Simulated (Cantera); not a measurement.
A closed system holds: 1 mol HBr, 0.43 mol O2, at 98.0 Pa.

Equilibrium computed with Cantera from the NASA thermochemical tables; the gas is ideal and each condensed phase is pure. Candidate condensed phases: Br2, H2O; 12 gas species. The numbers say what is thermodynamically allowed, not how fast it happens.

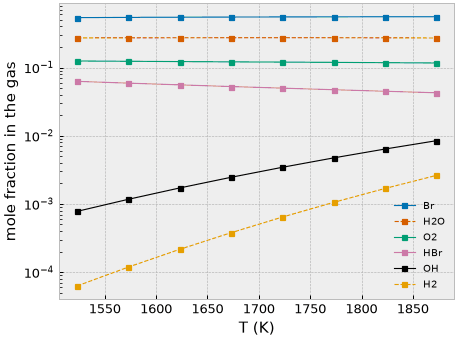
Equilibrium gas composition (values under 1e-9 drawn at 1e-9)

Read off the mole fractions at 1673 K.

Br about 0.55, H2O about 0.27, O2 about 0.12, HBr about 0.053, OH about 0.0025, H2 about 0.00038.
